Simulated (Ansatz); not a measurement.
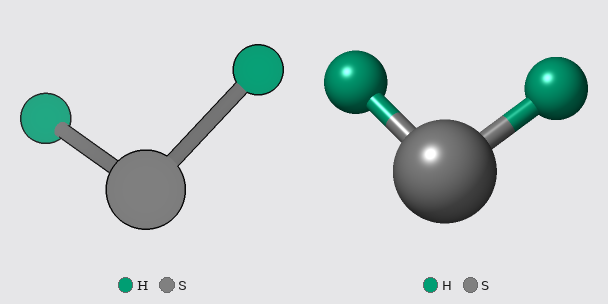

Both panels show the same species.

Describe the molecule.

Formula H₂S. The point group is C2v. Coordination: 1 S bent.

The parts below concern this one geometry. Atoms keep their numbers from picture to picture. The geometry was computed by an optimisation with PBE0-D4/def2-TZVP.

**Shape**

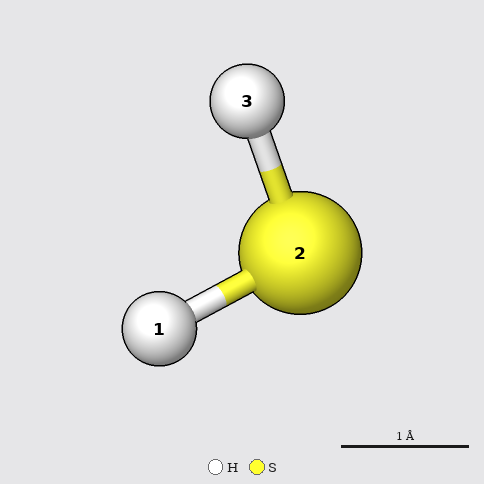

Numbered structure.

Give these bond angles: H1–S2–H3.

```json
{"angle": "H1–S2–H3", "degrees": "92.3"}
```

**Dipole moment**

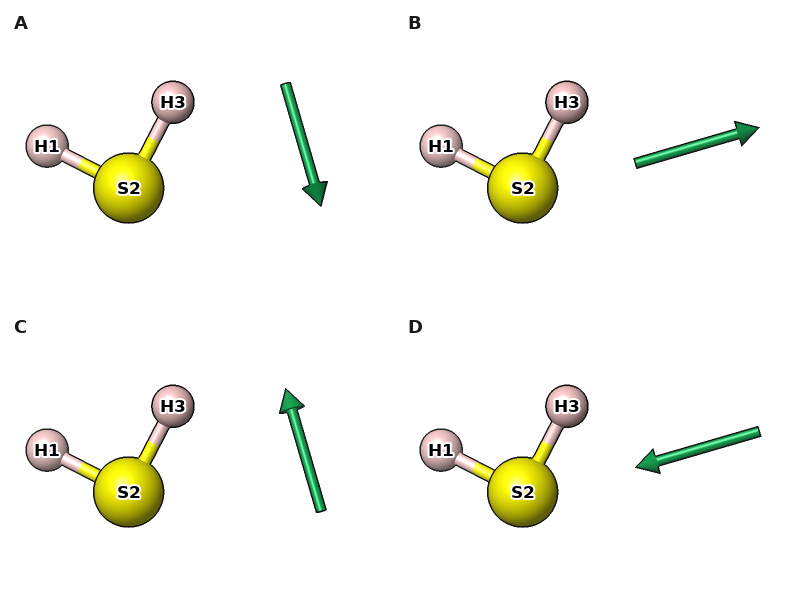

The same molecule four times, each with an arrow. Properties computed with RKS PBE0-D4/def2-TZVP (Ansatz 0.2.0).

> Which arrow points along the dipole moment, from the negative to the positive end?

C. The dipole moment is 1.16 D; it points from the side of S2 to the side of H1, H3 (the outermost atoms at the two ends).

**Charges**

The questions are on Mulliken charges. Level of theory: RKS PBE0-D4/def2-TZVP (Ansatz 0.2.0).

List the Mulliken charges.

```csv
atom,value (e)
H1,0.17
S2,−0.35
H3,0.17
```

**Electronic properties**

Level of theory: RKS PBE0-D4/def2-TZVPP (Ansatz 0.2.0).

Computed properties:

- HOMO energy (Kohn–Sham orbital): −7.49 eV
- LUMO energy (Kohn–Sham orbital): 0.60 eV
- HOMO–LUMO gap: 8.09 eV

Mulliken values depend strongly on the basis set and can even reverse the polarity of a bond.
